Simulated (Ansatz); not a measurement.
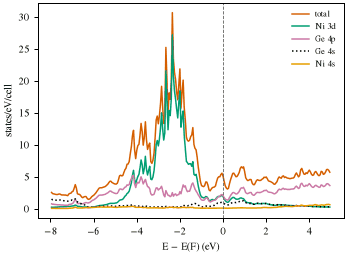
Fig. 1. Total and projected density of states of NiGe$_{2}$ in space group Cmce (No. 64; Ni on 8d, Ge on 8f, Ge on 8e), plane-wave PAW PBEsol (Ansatz code)

Question: Which orbitals carry the states next to the Fermi level?

Answer: Within 0.5 eV of the Fermi level: Ge 4p 41 %, Ni 3d 36 %, Ge 4s 18 %. Projections are on Löwdin-orthogonalised atomic valence shells; empty p or d shells of many metals are not among them.

Question: Where is the tallest occupied peak in this window, and what makes it?

Answer: Near -2.3 eV, about 31 states/eV per cell; the largest projected share is Ni 3d.

The workflow started from a Materials Project entry (that database holds measured and hypothetical structures alike); the Crystallography Open Database copy checked does not list it. Its standing as an ambient phase is unchecked. The PBEsol relaxation kept the symmetry of its start; its stability against distortions is not shown here. No spin polarisation was allowed. Spin–orbit coupling is left out wherever it is not named.

Potentials: the later of the program's two PAW sets.
